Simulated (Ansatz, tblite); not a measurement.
# [InCl4]-: rung by rung

How do method and basis change the picture of [InCl4]- (singlet)?

The runs use Ansatz 0.2.0, Gaussian basis; as each input shows.

Plan: GFN1-xTB, GFN2-xTB, PBE-D4/def2-TZVPD, r2SCAN-D4/def2-TZVPD, PBE-QIDH/def2-TZVPD, BLYP-D4/def2-TZVPD, B2PLYP/def2-TZVPD, r2SCANh-D4/def2-TZVPD, BHLYP-D4/def2-TZVPD, revPBE-D4/def2-TZVPD, ωB97X-V/def2-TZVPD, PBE-D4/def2-SVPD, PBE0-D4/def2-SVPD, CCSD(T)/def2-SVPD, RPA/def2-SVPD.

2 further runs of the same task are left out: 2 set aside as unsound or not needed. Runs told in other sessions of the task aren't counted.

## Step 1: The structure

The geometry is that of the singlet, from an earlier relaxation (PBE-D4/def2-SVPD).

5 atoms, charge -1, spin multiplicity 1.

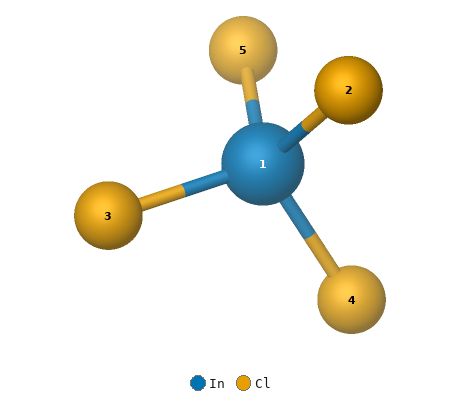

The geometry (indium blue, chlorine amber); atoms are numbered from 1 in the order of the file.

In takes a core potential in the def2 sets. No spin-orbit coupling is included. The ion is computed in the gas phase, without counter-ions or solvent.

PBE0-D4/def2-TZVPD was run before; its log isn't repeated, and its numbers join the tables.

## Step 2: GFN1-xTB

Tight binding, by tblite at 300 K electronic temperature and without a spin-polarisation term:

```python
tblite.interface.Calculator('GFN1-xTB', numbers, positions, charge=-1, uhf=0).singlepoint()
```

Energy -517.3072 eV, HOMO -8.70 eV, LUMO -4.25 eV; 0.023 s.

## Step 3: GFN2-xTB

Tight binding, by tblite at 300 K electronic temperature and without a spin-polarisation term:

```python
tblite.interface.Calculator('GFN2-xTB', numbers, positions, charge=-1, uhf=0).singlepoint()
```

Energy -542.0061 eV, HOMO -7.87 eV, LUMO -4.37 eV; 0.021 s.

## Step 4: PBE-D4/def2-TZVPD

start.molden holds the orbitals of an earlier run on this state, given as this run's starting guess.

Input file in.yaml:

```yaml
crystal:
  periodic: [false, false, false]
  atoms:
    - {symbol: In, position_ang: [0.000097, 0.000038, -0.000080]}
    - {symbol: Cl, position_ang: [0.010882, -0.016933, 2.432482]}
    - {symbol: Cl, position_ang: [2.289777, 0.011281, -0.821097]}
    - {symbol: Cl, position_ang: [-1.155237, 1.988932, -0.791801]}
    - {symbol: Cl, position_ang: [-1.145519, -1.983328, -0.819494]}
basis:
  gaussian: {orbitals: def2-TZVPD, initial_orbitals: start.molden}
total_charge: -1
hamiltonian: {xc: pbe, dispersion: d4}
scf: {omitted_lower_state_checks: [starts]}
output: {orbitals: {seedname: orbitals}}
```

Launch:

```sh
$ ansatz run in.yaml --threads 4 --pin off --events-out ev --progress --plain --max-ram 3916MiB
```

Standard output:

```text
Functional definition: PBE
  name "PBE"
  cite "Perdew, Burke & Ernzerhof, Phys. Rev. Lett. 77, 3865 (1996) doi:10.1103/PhysRevLett.77.3865"
  parent pbe
  parameter kappa = 0.804
  parameter beta = 0.06672455060314922
  exchange = pbe_x(kappa = kappa, mu = beta*pi^2/3)
  correlation = pbe_c(beta = beta)
these checks for a lower state are left out or cut short: starts
1551 factors; their error is unknown
mean field evaluation 1: about -55254.5903 eV, gradient 1.7e1 eV
mean field evaluation 2: about -55254.7419 eV, gradient 2.5e-1 eV
mean field evaluation 4: about -55254.7303 eV, gradient 6.2e-2 eV
mean field -55254.73029605 eV, -2030.5738853783 hartree, gradient 1.5e-5 eV, S^2 0.000000; 0 other end points of the search recorded, 0 dependent functions left out
reference -55254.73036215 eV, -2030.5738878075 hartree; 45, 45 occupied and 195, 195 virtual orbitals, 1551 factors
Total energy: -55254.94611589 eV, -2030.5818166114 hartree
Checks for a lower state left out: starts
```

Wall time 4.9 s (4 threads of Intel Xeon at 2.50GHz, shared host).

From the report: HOMO -3.43 eV, LUMO 0.77 eV.

## Step 5: r2SCAN-D4/def2-TZVPD

in.yaml, as its differences from that of step 4:

```diff
@@ -11,4 +11,4 @@
 total_charge: -1
-hamiltonian: {xc: pbe, dispersion: d4}
+hamiltonian: {xc: r2scan, dispersion: d4}
 scf: {omitted_lower_state_checks: [starts]}
-output: {orbitals: {seedname: orbitals}}
+output: {forces: true, orbitals: {seedname: orbitals}}
```

The command is unchanged.

Standard output (excerpt; [...] marks lines left out):

```text
Functional definition: r2SCAN
  name "r2SCAN"
  cite "Furness, Kaplan, Ning, Perdew & Sun, J. Phys. Chem. Lett. 11, 8208 (2020) doi:10.1021/acs.jpclett.0c02405"
  cite "Furness, Kaplan, Ning, Perdew & Sun, J. Phys. Chem. Lett. 11, 9248 (2020) doi:10.1021/acs.jpclett.0c03077"
  parent r2scan
[...]
1551 factors; their error is unknown
[...]
mean field -55273.98556696 eV, -2031.2815035326 hartree, gradient 7.3e-6 eV, S^2 0.000000; 0 other end points of the search recorded, 0 dependent functions left out
[...]
reference -55273.98559553 eV, -2031.2815045825 hartree; 45, 45 occupied and 195, 195 virtual orbitals, 1551 factors
Total energy: -55274.03854149 eV, -2031.2834503106 hartree
Atom 0 at     0.000097     0.000038    -0.000080 Å, force    -0.001157    -0.000479     0.000982 eV/Å
Atom 1 at     0.010882    -0.016933     2.432482 Å, force    -0.002432     0.004010    -0.570781 eV/Å
Atom 2 at     2.289777     0.011281    -0.821097 Å, force    -0.536074    -0.002589     0.192191 eV/Å
Atom 3 at    -1.155237     1.988932    -0.791801 Å, force     0.270893    -0.466164     0.185494 eV/Å
Atom 4 at    -1.145519    -1.983328    -0.819494 Å, force     0.268770     0.465223     0.192114 eV/Å
Dipole moment:     0.000245     0.000101    -0.000208 e Å
Checks for a lower state left out: starts
```

It took 12 s on 4 threads of Intel Xeon at 2.50GHz, shared host.

HOMO -3.78 eV, LUMO 1.02 eV.

## Step 6: PBE-QIDH/def2-TZVPD

in.yaml, as its differences from that of step 5:

```diff
@@ -11,4 +11,3 @@
 total_charge: -1
-hamiltonian: {xc: r2scan, dispersion: d4}
+hamiltonian: {xc: {name: PBE-QIDH}}
 scf: {omitted_lower_state_checks: [starts]}
-output: {forces: true, orbitals: {seedname: orbitals}}
```

Launched as before.

Standard output (excerpt; [...] marks lines left out):

```text
Functional definition: PBE-QIDH
  name "PBE-QIDH"
  cite "Brémond, Sancho-García, Pérez-Jiménez & Adamo, J. Chem. Phys. 141, 031101 (2014) doi:10.1063/1.4890314"
  cite "Perdew, Burke & Ernzerhof, Phys. Rev. Lett. 77, 3865 (1996) doi:10.1103/PhysRevLett.77.3865"
[...]
1578 factors; integrals over basis functions are off by at most 1.0e-3 eV
[...]
mean field -55233.68198506 eV, -2029.8003742168 hartree, gradient 1.3e-6 eV, S^2 0.000000; 0 other end points of the search recorded, 0 dependent functions left out
24 core orbitals not correlated: weight in the atoms' cores, before any rotation towards them, 1.000 or more for the frozen orbitals, at most 0.000 for the correlated occupied ones
reference -55233.68201068 eV, -2029.8003751583 hartree; 21, 21 occupied and 195, 195 virtual orbitals, 1578 factors
second order -31.60500034 eV of doubles, -0.00000000 eV of singles
Total energy: -55244.21701080 eV, -2030.1875292716 hartree
Checks for a lower state left out: starts
```

Run time: 18 s. Hardware: 4 threads of Intel Xeon at 2.50GHz, shared host; peak memory 0.72 GiB.

## Step 7: BLYP-D4/def2-TZVPD

in.yaml, as its differences from that of step 6:

```diff
@@ -11,3 +11,4 @@
 total_charge: -1
-hamiltonian: {xc: {name: PBE-QIDH}}
+hamiltonian: {xc: {name: BLYP}, dispersion: d4}
 scf: {omitted_lower_state_checks: [starts]}
+output: {orbitals: {seedname: orbitals}}
```

Same command.

Standard output:

```text
Functional definition: BLYP
  name "BLYP"
  cite "Becke, Phys. Rev. A 38, 3098 (1988) doi:10.1103/PhysRevA.38.3098"
  cite "Lee, Yang & Parr, Phys. Rev. B 37, 785 (1988) doi:10.1103/PhysRevB.37.785"
  parameter beta = 0.0042
  parameter a = 0.04918
  parameter b = 0.132
  parameter c = 0.2533
  parameter d = 0.349
  exchange = b88_x(beta = beta)
  correlation = lyp_c(a = a, b = b, c = c, d = d)
these checks for a lower state are left out or cut short: starts
1551 factors; their error is unknown
mean field evaluation 1: about -55273.3151 eV, gradient 2.2e1 eV
mean field evaluation 2: about -55273.6193 eV, gradient 4.2e-1 eV
mean field evaluation 4: about -55273.6086 eV, gradient 6.3e-2 eV
mean field -55273.60862939 eV, -2031.2676513325 hartree, gradient 8.7e-5 eV, S^2 0.000000; 0 other end points of the search recorded, 0 dependent functions left out
reference -55273.60899887 eV, -2031.2676649108 hartree; 45, 45 occupied and 195, 195 virtual orbitals, 1551 factors
Total energy: -55274.03817959 eV, -2031.2834370112 hartree
Checks for a lower state left out: starts
```

Run time: 6 s. Hardware: 4 threads of Intel Xeon at 2.50GHz, shared host.

Report: HOMO -3.27 eV, LUMO 0.82 eV.

## Step 8: B2PLYP/def2-TZVPD

in.yaml, as its differences from that of step 7:

```diff
@@ -11,4 +11,3 @@
 total_charge: -1
-hamiltonian: {xc: {name: BLYP}, dispersion: d4}
+hamiltonian: {xc: {name: B2PLYP}}
 scf: {omitted_lower_state_checks: [starts]}
-output: {orbitals: {seedname: orbitals}}
```

The command is unchanged.

Standard output (excerpt; [...] marks lines left out):

```text
Functional definition: B2PLYP
  name "B2PLYP"
  cite "Grimme, J. Chem. Phys. 124, 034108 (2006) doi:10.1063/1.2148954"
  cite "Becke, Phys. Rev. A 38, 3098 (1988) doi:10.1103/PhysRevA.38.3098"
  cite "Lee, Yang & Parr, Phys. Rev. B 37, 785 (1988) doi:10.1103/PhysRevB.37.785"
[...]
1578 factors; integrals over basis functions are off by at most 1.0e-3 eV
[...]
mean field -55246.12966840 eV, -2030.2578181420 hartree, gradient 5.1e-6 eV, S^2 0.000000; 0 other end points of the search recorded, 0 dependent functions left out
24 core orbitals not correlated: weight in the atoms' cores, before any rotation towards them, 1.000 or more for the frozen orbitals, at most 0.000 for the correlated occupied ones
reference -55246.12986002 eV, -2030.2578251838 hartree; 21, 21 occupied and 195, 195 virtual orbitals, 1578 factors
second order -34.13512414 eV of doubles, -0.00000000 eV of singles
Total energy: -55255.34634353 eV, -2030.5965247059 hartree
Checks for a lower state left out: starts
```

Run time: 16 s. Hardware: 4 threads of Intel Xeon at 2.50GHz, shared host; peak memory 0.72 GiB.

## Step 9: r2SCANh-D4/def2-TZVPD

in.yaml, as its differences from that of step 8:

```diff
@@ -11,3 +11,4 @@
 total_charge: -1
-hamiltonian: {xc: {name: B2PLYP}}
+hamiltonian: {xc: {name: r2SCANh}, dispersion: d4}
 scf: {omitted_lower_state_checks: [starts]}
+output: {orbitals: {seedname: orbitals}}
```

The command is unchanged.

Standard output (excerpt; [...] marks lines left out):

```text
Functional definition: r2SCANh
  name "r2SCANh"
  cite "Bursch, Neugebauer, Ehlert & Grimme, J. Chem. Phys. 156, 134105 (2022) doi:10.1063/5.0086040"
  cite "Furness, Kaplan, Ning, Perdew & Sun, J. Phys. Chem. Lett. 11, 8208 (2020) doi:10.1021/acs.jpclett.0c02405"
  cite "Furness, Kaplan, Ning, Perdew & Sun, J. Phys. Chem. Lett. 11, 9248 (2020) doi:10.1021/acs.jpclett.0c03077"
  parent r2scan
[...]
1551 factors; their error is unknown
[...]
mean field -55273.46291419 eV, -2031.2622963976 hartree, gradient 5.7e-6 eV, S^2 0.000000; 0 other end points of the search recorded, 0 dependent functions left out
reference -55273.46294122 eV, -2031.2622973909 hartree; 45, 45 occupied and 195, 195 virtual orbitals, 1551 factors
Total energy: -55273.52252291 eV, -2031.2644869779 hartree
Checks for a lower state left out: starts
```

It took 14 s on 4 threads of Intel Xeon at 2.50GHz, shared host; peak memory 0.94 GiB.

Report: HOMO -4.30 eV, LUMO 1.32 eV.

## Step 10: BHLYP-D4/def2-TZVPD

in.yaml, as its differences from that of step 9:

```diff
@@ -11,3 +11,3 @@
 total_charge: -1
-hamiltonian: {xc: {name: r2SCANh}, dispersion: d4}
+hamiltonian: {xc: {name: BHLYP}, dispersion: d4}
 scf: {omitted_lower_state_checks: [starts]}
```

The command is unchanged.

Standard output:

```text
Functional definition: BHLYP
  name "BHLYP"
  cite "Becke, J. Chem. Phys. 98, 1372 (1993) doi:10.1063/1.464304"
  cite "Becke, Phys. Rev. A 38, 3098 (1988) doi:10.1103/PhysRevA.38.3098"
  cite "Lee, Yang & Parr, Phys. Rev. B 37, 785 (1988) doi:10.1103/PhysRevB.37.785"
  parameter a = 0.5
  exchange = (1 - a)*b88_x + a*exact_x
  correlation = lyp_c
these checks for a lower state are left out or cut short: starts
1868 factors; their error is unknown
mean field evaluation 1: about -55272.7471 eV, gradient 1.4e1 eV
mean field evaluation 2: about -55272.8380 eV, gradient 1.7e-1 eV
mean field evaluation 4: about -55273.1597 eV, gradient 3.4e-4 eV
mean field -55273.15974404 eV, -2031.2511551001 hartree, gradient 1.1e-5 eV, S^2 0.000000; 0 other end points of the search recorded, 0 dependent functions left out
reference -55273.15995141 eV, -2031.2511627209 hartree; 45, 45 occupied and 195, 195 virtual orbitals, 1868 factors
Total energy: -55273.51155097 eV, -2031.2640837664 hartree
Checks for a lower state left out: starts
```

Run time: 10 s. Hardware: 4 threads of Intel Xeon at 2.50GHz, shared host; peak memory 1 GiB.

From the report: HOMO -6.10 eV, LUMO 2.39 eV.

[end of part 1 of 2]
